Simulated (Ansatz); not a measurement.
# What TaInS3 (model cell, started as cubic perovskite with Ta in the octahedra) distorts into, part 2 of 3

Which phase does TaInS3 (model cell, started as cubic perovskite with Ta in the octahedra) fall into along its unstable mode, and how much energy does it gain?

Ansatz 0.2.0; DFT PBE, scalar-relativistic, plane waves, PAW; PAW set soft_1.

So far, highest frequency (cm⁻¹): step 2 (phonons on a q mesh) 477. Also lowest frequency on the path (cm⁻¹): step 2 -101.

The structure was built from a prototype and need not be the compound's stable phase.

### Step 5. Energy along the mode, all amplitudes (two of the runs are shown above)

An imaginary frequency means negative curvature, so the energy should fall and then rise again as anharmonic terms take over.

Numbers from this step:

* depth at the lowest point sampled: 48.29 meV/atom
* largest atomic shift at that point: 0.6 Å

Energy from the parent against largest atomic shift:

| largest atomic shift (Å) | energy from the parent (meV/atom) |
| --- | --- |
| 0.000 | 0 |
| 0.040 | -0.528 |
| 0.080 | -2.11 |
| 0.140 | -6.45 |
| 0.220 | -15.4 |
| 0.320 | -29.0 |
| 0.450 | -44.2 |
| 0.600 | -48.3 |

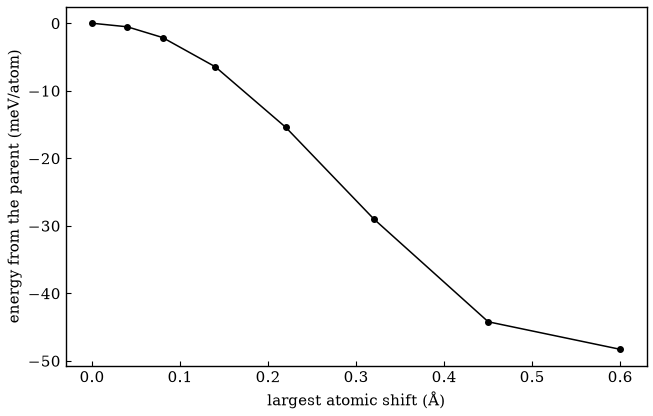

Energy from the parent against largest atomic shift.

Displacement at unit largest shift by atom:

| atom | x (Å) | y (Å) | z (Å) | size |
| --- | --- | --- | --- | --- |
| In1 | 0.000 | 0.000 | 0.000 | 0.000 |
| In2 | 0.000 | 0.000 | 0.000 | 0.000 |
| Ta3 | 0.000 | 0.000 | 0.000 | 0.000 |
| Ta4 | 0.000 | 0.000 | 0.000 | 0.000 |
| S5 | 0.707 | 0.707 | 0.000 | 1.000 |
| S6 | -0.707 | -0.707 | 0.000 | 1.000 |
| S7 | 0.707 | 0.000 | 0.707 | 1.000 |
| S8 | -0.707 | 0.000 | -0.707 | 1.000 |
| S9 | 0.000 | 0.707 | -0.707 | 1.000 |
| S10 | 0.000 | -0.707 | 0.707 | 1.000 |

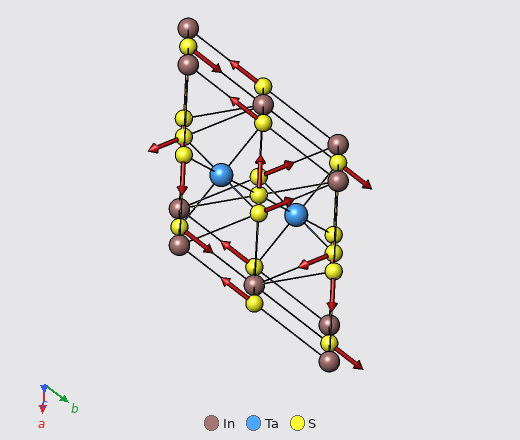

Displacement at unit largest shift as arrows, the longest 1.000 Å. Some periodic images of atoms are drawn too.

The lowest of the steps tried is the last one, at 0.6 Å, 48.3 meV/atom below the parent; the bottom of the well need not coincide with a step.

### Step 6. Relaxation from the frozen mode

Starting from the lowest point found, all atoms and the cell are let go, so that strain and other modes of the same symmetry can join in.

File input.yaml:

```yaml
crystal:
  lattice:
    - [4.8575955774, 4.8575955774, 0.0]
    - [4.8575955774, 0.0, 4.8575955774]
    - [4.8575955774, 0.0, -4.8575955774]
  atoms:
    - { symbol: In, position: [0.0, 0.0, 1.0] }
    - { symbol: In, position: [0.0, 0.5, 0.5] }
    - { symbol: Ta, position: [0.5, 0.25, 0.75] }
    - { symbol: Ta, position: [0.5, 0.75, 0.25] }
    - { symbol: S, position: [0.587340344, 0.0, 1.0] }
    - { symbol: S, position: [0.412659656, 0.5, 0.5] }
    - { symbol: S, position: [0.0, 0.087340344, 0.5] }
    - { symbol: S, position: [0.0, 0.412659656, 0.0] }
    - { symbol: S, position: [0.587340344, -0.087340344, 0.5] }
    - { symbol: S, position: [0.412659656, 0.587340344, 0.0] }
kpoints:
  mp_grid: { grid: [8, 8, 8] }
hamiltonian:
  xc: pbe
  pseudopotentials: { kind: paw, azcp: { folder: soft_1 } }
scf:
  occupations: { method: methfessel_paxton, width: 0.2 }
output:
  forces: true
  stress: true
  eigenvalues: true
relax:
  adjacent_minimum: "off"
  f_tol: 0.002
  max_steps: 120
  cell: { stress_tol: 0.03 }
```

Launch:

```sh
> ansatz run input.yaml --threads 4 --pin off --max-ram 16384MiB --backend cpu --events-out ev --progress --plain --runs-dir out
```

Numbers of over 12 decimals in the logs are rounded to 6 here.

Log:

```text
[...]
Crystal: 10 atoms, lattice volume = 229.242 Å³
Basis set: ecut = 420 eV, 4477 PW (Γ), exchange–correlation on 96×96×96 points (8 copies of the dense FFT grid, shifted against one another)
Bands: 54, of which v1, the nominal top of the filled ones, is band 44 counted from 1 (43 counted from 0)
Symmetry: 12 space group operations
[...]
k-points: 65 of 512
[...]
SCF iter   1: F=—  HF=-36481.265658 eV  |F-HF|=—  |Δ(HF+E_count)|=         —  Δρ=2.61e-2  dr2=1.67e0  ethr=3.10e-3  ⟨swp⟩=6.3  Hψ=13860  notcnv=0
[...]
SCF iter   9: F=-36480.939756 eV  HF=-36480.939756 eV  |F-HF|=2.68e-9  |Δ(HF+E_count)|=   5.08e-8  S|Δr|=    0.00e0  Δρ=1.63e-6  dr2=9.26e-9  ethr=1.14e-10  ⟨swp⟩=11.8  Hψ=15186  notcnv=0
SCF 1 converged in 9 iterations: F = -36480.939756 eV  dr2 = 9.26e-9
[...]
relax step   1: F+E_penalty+E_count = -36480.93975648 eV  Δ(F+E_penalty+E_count) = +0.000e0 eV  max|allowed force component| = 5.508e-2 eV/Å  Δτ_max = 0.0000 Å  P = -5.008 GPa  Ω = 229.242 Å³  (9 SCF iters, dr2 threshold 1.00e-7 eV, accepted)
Crystal: 10 atoms, lattice volume = 209.746 Å³
Basis set: ecut = 420 eV, 4103 PW (Γ), exchange–correlation on 96×96×96 points (8 copies of the dense FFT grid, shifted against one another)
[...]
SCF iter   7: F=-36481.195945 eV  HF=-36481.195945 eV  |F-HF|=9.31e-10  |Δ(HF+E_count)|=   5.76e-7  S|Δr|=    0.00e0  Δρ=5.34e-6  dr2=8.13e-8  ethr=1.14e-9  ⟨swp⟩=8.3  Hψ=14939  notcnv=0
SCF 2 converged in 7 iterations: F = -36481.195945 eV  dr2 = 8.13e-8
relax step   2: F+E_penalty+E_count = -36481.19594480 eV  Δ(F+E_penalty+E_count) = -2.562e-1 eV  max|allowed force component| = 1.604e-1 eV/Å  Δτ_max = 0.0039 Å  P = +1.844 GPa  Ω = 209.746 Å³  energy of the carried Pulay correction = +2.611e-3 eV  (7 SCF iters, dr2 threshold 1.00e-6 eV, accepted)
Crystal: 10 atoms, lattice volume = 212.536 Å³
Basis set: ecut = 420 eV, 4127 PW (Γ), exchange–correlation on 96×96×96 points (8 copies of the dense FFT grid, shifted against one another)
[...]
SCF iter   5: F=-36481.251264 eV  HF=-36481.251264 eV  |F-HF|=4.86e-7  |Δ(HF+E_count)|=   2.72e-6  S|Δr|=    0.00e0  Δρ=1.96e-5  dr2=9.13e-7  ethr=1.14e-9  ⟨swp⟩=8.7  Hψ=17108  notcnv=0
SCF 3 converged in 5 iterations: F = -36481.251264 eV  dr2 = 9.13e-7
relax step   3: F+E_penalty+E_count = -36481.25126425 eV  Δ(F+E_penalty+E_count) = -5.532e-2 eV  max|allowed force component| = 6.270e-2 eV/Å  Δτ_max = 0.0420 Å  P = -0.258 GPa  Ω = 212.536 Å³  energy of the carried Pulay correction = +2.223e-3 eV  (5 SCF iters, dr2 threshold 1.00e-6 eV, accepted)
[...]
relax step   4: F+E_penalty+E_count = -36481.26724915 eV  Δ(F+E_penalty+E_count) = -1.598e-2 eV  max|allowed force component| = 1.737e-3 eV/Å  Δτ_max = 0.0480 Å  P = -0.238 GPa  Ω = 210.543 Å³  energy of the carried Pulay correction = +2.499e-3 eV  (6 SCF iters, dr2 threshold 2.67e-7 eV, accepted)
[...]
relax step   5: F+E_penalty+E_count = -36481.26788078 eV  Δ(F+E_penalty+E_count) = -6.316e-4 eV  max|allowed force component| = 1.044e-3 eV/Å  Δτ_max = 0.0049 Å  P = -0.004 GPa  Ω = 209.742 Å³  energy of the carried Pulay correction = +2.611e-3 eV  (5 SCF iters, dr2 threshold 1.49e-7 eV, accepted)
Basis set: ecut = 420 eV, 4085 PW (Γ), exchange–correlation on 96×96×90 points (8 copies of the dense FFT grid, shifted against one another)
[...]
SCF iter   6: F=-36481.265520 eV  HF=-36481.265520 eV  |F-HF|=7.28e-12  |Δ(HF+E_count)|=  8.00e-11  S|Δr|=    0.00e0  Δρ=7.53e-8  dr2=1.77e-11  ethr=1.00e-12  ⟨swp⟩=4.6  Hψ=16406  notcnv=0
SCF 6 converged in 6 iterations: F = -36481.265520 eV  dr2 = 1.77e-11
relax step   6: F+E_penalty+E_count = -36481.26551960 eV  Δ(F+E_penalty+E_count) = +2.361e-3 eV  max|allowed force component| = 9.879e-4 eV/Å  Δτ_max = 0.0000 Å  P = -0.007 GPa  Ω = 209.742 Å³  stress off target by 1.73e-2 GPa  SCF on the basis re-selected at this cell (its energy is not comparable with the rows above)  (6 SCF iters)
basis re-selected at this cell: Δ(F+E_penalty+E_count) = +2.361e-3 eV, ΔP = -0.002 GPa vs the last step (what re-selecting the basis moved, of the pressure what is left beyond the Pulay correction that the steps carried, after the strain that the cell walked since its last selection, with what the two solves' SCF thresholds leave and, on support functions, any second-order correction that the steps lacked; it is no measure of the basis error at this ecutwfc). The dense FFT grid was sized anew with the basis: this SCF ran on 48×48×45 points, the steps before it on 48×48×48, so part of this shift can come from that change (see relax.cell in the input reference). [rest of the remark cut]
SCF converged after 6 iterations
[...]
Free energy (F): -36481.265520 eV
[...]
Internal energy: -36481.267644 eV  (E = F + TS)
E sigma→0 (E₀):  -36481.266051 eV
Entropy (-TS):   0.002124 eV (0.212 meV/atom)
Fermi energy:    9.538541 eV
[...]
--- Forces (eV/Å), atoms counted from 1 ---
  atom   1  In    -0.00000000    -0.00000000     0.00000000
  atom   2  In    -0.00000000     0.00000000     0.00000000
  atom   3  Ta     0.00000000     0.00000000    -0.00000000
  atom   4  Ta     0.00000000     0.00000000    -0.00000000
  atom   5  S     -0.00098786    -0.00098786    -0.00000000
  atom   6  S      0.00098786     0.00098786     0.00000000
  atom   7  S     -0.00098786     0.00000000    -0.00098786
  atom   8  S      0.00098786    -0.00000000     0.00098786
  atom   9  S      0.00000000    -0.00098786     0.00098786
  atom  10  S     -0.00000000     0.00098786    -0.00098786
  max |Σ_I F_I| component: 6.94e-18 eV/Å
--- Stress (GPa, compression-positive) ---
       -0.006571      -0.010743      -0.010743
       -0.010743      -0.006571       0.010743
       -0.010743       0.010743      -0.006571
  P = ⅓ Tr σ = -0.0066 GPa (-0.066 kbar)
--- Band table (eV; the first three rows and the last of 65) ---
  k-point 0: bands = [... 40 lower, 7.8202, 8.5414, 8.5551, 9.1030, 9.1030, 9.4303, 10.0626, 10.5476, ... 6 higher]
  k-point 1: bands = [... 40 lower, 7.9333, 8.0692, 8.6038, 9.3888, 9.3888, 9.4830, 10.4215, 10.6223, ... 6 higher]
  k-point 2: bands = [... 40 lower, 7.9152, 7.9152, 8.6756, 9.5976, 9.8671, 9.8671, 10.7588, 10.7588, ... 6 higher]
  k-point 64: bands = [... 40 lower, 7.5044, 7.7996, 8.6296, 8.9067, 9.5433, 10.6571, 10.7896, 11.0334, ... 6 higher]
--- Relaxed structure (5 steps of the walk, 5 accepted, 1 SCFs on fresh bases) ---
  F+E_penalty+E_count = -36481.26551960 eV   max|allowed force component| = 9.879e-4 eV/Å   (the final SCF, on the basis selected at the relaxed cell)
  cell:  # Å, volume = 209.7416 Å³
    - [4.795612, 4.795612, 0.0]
    - [4.795612, 0.0, 4.795612]
    - [4.638549, 0.157063, -4.638549]
  atoms:
    - { symbol: In, position: [0.0, 5.551115123125783e-17, 1.0] }
    - { symbol: In, position: [-7.589415207398531e-19, 0.500000, 0.5] }
    - { symbol: Ta, position: [0.5, 0.250000, 0.75] }
    - { symbol: Ta, position: [0.500000, 0.75, 0.250000] }
    - { symbol: S, position: [0.601730, 0.0, 1.0] }
    - { symbol: S, position: [0.398270, 0.500000, 0.5] }
    - { symbol: S, position: [-5.204170427930421e-18, 0.101730, 0.500000] }
    - { symbol: S, position: [0.0, 0.398270, 0.0] }
    - { symbol: S, position: [0.601730, -0.101730, 0.500000] }
    - { symbol: S, position: [0.398270, 0.601730, 5.551115123125783e-17] }
```

The job ended after 72 s (4 threads of Arm Neoverse V1, shared host; peak memory 1 GiB; 4.7 min of CPU time).

The steps of the relaxation:

| step | energy less that of the first step (eV) | largest force component (eV/Å) | pressure (GPa) | volume (Å³) |
| --- | --- | --- | --- | --- |
| 1 | 0.0000 | 0.0551 | -5.01 | 229.24 |
| 2 | -0.2562 | 0.1604 | 1.84 | 209.75 |
| 3 | -0.3115 | 0.0627 | -0.26 | 212.54 |
| 4 | -0.3275 | 0.0017 | -0.24 | 210.54 |
| 5 | -0.3281 | 0.0010 | 0.00 | 209.74 |
| 6* | -0.3258 | 0.0010 | -0.01 | 209.74 |

Relaxation steps marked * repeat the geometry before them on a plane-wave basis chosen anew for their cell, so energy and pressure can jump there.

The run keeps the 12 symmetry operations that it works with, so distortions that break them were not tested.

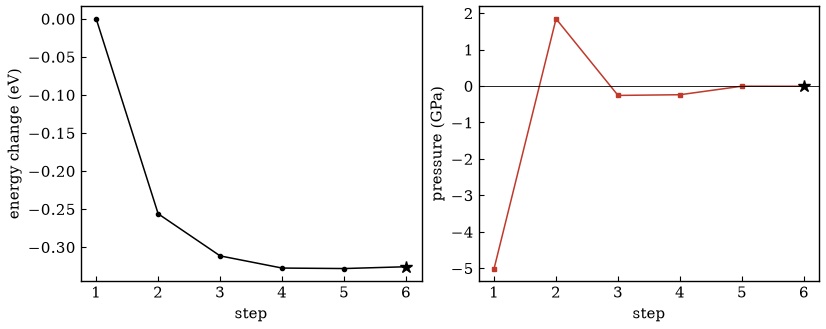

Energy and pressure along the relaxation. Stars mark steps on a basis chosen anew.

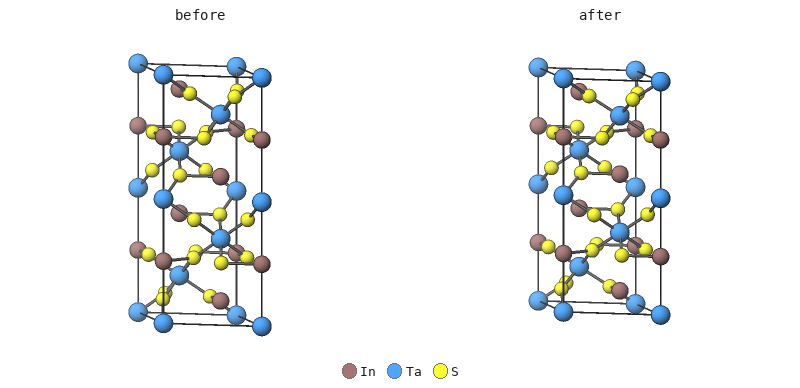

The structure before and after the relaxation, drawn at the same scale. Bonds to atoms that aren't drawn are left out.

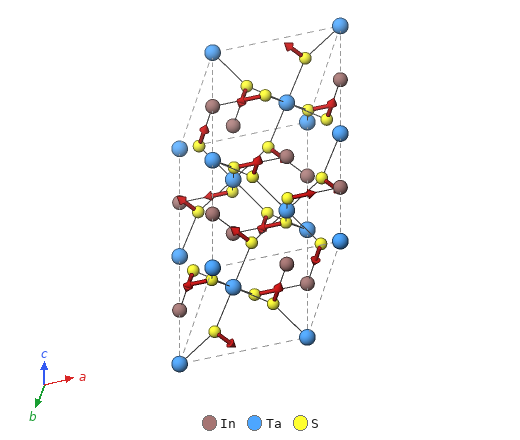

Displacements in the relaxation, exaggerated, measured against the changing cell; the longest in the cell stands for 0.10 Å. Bonds to atoms that aren't drawn are left out. Some periodic images of atoms are drawn too.

| conventional cell, symmetrised | before | after | change |
| --- | --- | --- | --- |
| a (Å) | 6.870 | 6.782 | -1.3 % |
| b (Å) | 6.870 | 6.782 | -1.3 % |
| c (Å) | 16.827 | 15.796 | -6.1 % |
| volume (Å³/atom) | 22.92 | 20.97 | -8.5 % |

The atoms that moved most (Å, as changes of fractional coordinates times the final cell):

| atom | dx | dy | dz | length |
| --- | --- | --- | --- | --- |
| S5 | 0.069 | 0.069 | 0.000 | 0.098 |
| S9 | 0.000 | 0.069 | -0.069 | 0.098 |
| S8 | -0.069 | 0.000 | -0.069 | 0.098 |
| S7 | 0.069 | 0.000 | 0.069 | 0.098 |
| S10 | 0.000 | -0.069 | 0.069 | 0.098 |
| S6 | -0.069 | -0.069 | 0.000 | 0.098 |

This step gave:

```
pressure        : -0.006571 GPa
volume per atom : 20.97 Å³
```

The distorted start has space group R-3c; the relaxation ends in R-3c.

### Step 7. The new phase in its own primitive cell

The relaxed structure is symmetrised, reduced to its primitive cell and relaxed tightly, as its phonons need.

File input.yaml:

```yaml
crystal:
  lattice:
    - [3.3910094425, 1.9578002145, 5.2654545612]
    - [-3.3910094425, 1.9578002145, 5.2654545612]
    - [0.0, -3.9156004289, 5.2654545612]
  atoms:
    - { symbol: In, position: [0.75, 0.75, 0.75] }
    - { symbol: In, position: [0.25, 0.25, 0.25] }
    - { symbol: Ta, position: [0.5, 0.5, 0.5] }
    - { symbol: Ta, position: [0.0, 0.0, 0.0] }
    - { symbol: S, position: [0.3517300152, 0.75, 0.1482699848] }
    - { symbol: S, position: [0.6482699848, 0.25, 0.8517300152] }
    - { symbol: S, position: [0.8517300152, 0.6482699848, 0.25] }
    - { symbol: S, position: [0.1482699848, 0.3517300152, 0.75] }
    - { symbol: S, position: [0.25, 0.8517300152, 0.6482699848] }
    - { symbol: S, position: [0.75, 0.1482699848, 0.3517300152] }
kpoints:
  mp_grid: { grid: [9, 9, 9] }
hamiltonian:
  xc: pbe
  pseudopotentials: { kind: paw, azcp: { folder: soft_1 } }
scf:
  occupations: { method: methfessel_paxton, width: 0.2 }
output:
  forces: true
  stress: true
  eigenvalues: true
relax:
  adjacent_minimum: "off"
  f_tol: 0.001
  max_steps: 60
  cell: { stress_tol: 0.01 }
```

Log:

```text
[...]
Crystal: 10 atoms, lattice volume = 209.742 Å³
Basis set: ecut = 420 eV, 4085 PW (Γ), exchange–correlation on 90×90×90 points (8 copies of the dense FFT grid, shifted against one another)
Bands: 54, of which v1, the nominal top of the filled ones, is band 44 counted from 1 (43 counted from 0)
Symmetry: 12 space group operations
[...]
k-points: 85 of 729
[...]
- { symbol: In, position: [0.25, 0.25, 0.25] }
    - { symbol: Ta, position: [0.5, 0.5, 0.5] }
    - { symbol: Ta, position: [0, 0, 0] }
    - { symbol: S, position: [0.351542, 0.75, 0.148458] }
    - { symbol: S, position: [0.648458, 0.250000, 0.851542] }
    - { symbol: S, position: [0.851542, 0.648458, 0.250000] }
    - { symbol: S, position: [0.148458, 0.351542, 0.75] }
    - { symbol: S, position: [0.250000, 0.851542, 0.648458] }
    - { symbol: S, position: [0.75, 0.148458, 0.351542] }
[key lines of the parts left out:]
SCF converged after 8 iterations
Free energy (F): -36481.267494 eV
Fermi energy:    9.537245 eV
P = ⅓ Tr σ = 0.0009 GPa (0.009 kbar)
```

It took 58 s on 4 threads; peak memory 1.1 GiB.

Little changed from the start: no atom moved by 0.005 Å and no cell edge by 0.1 %.

This step gave:

```
pressure        : 8.70e-4 GPa
volume per atom : 20.98 Å³
```

The largest force component left is 0.57 meV/Å and the pressure is 0.001 GPa, within the tolerances set. The cell now holds 20.98 Å³/atom.

(Continued in part 3 of 3.)

[Logs are printed without paths, hosts, clocks, repeated set-up lines and the standing remarks that a program may print on its own settings, such as how far it seeks lower states.]

[Hosts, paths, dates, database ids (printed as entryN), source tags and the programs' standing remarks are cut or masked in the printed files.]
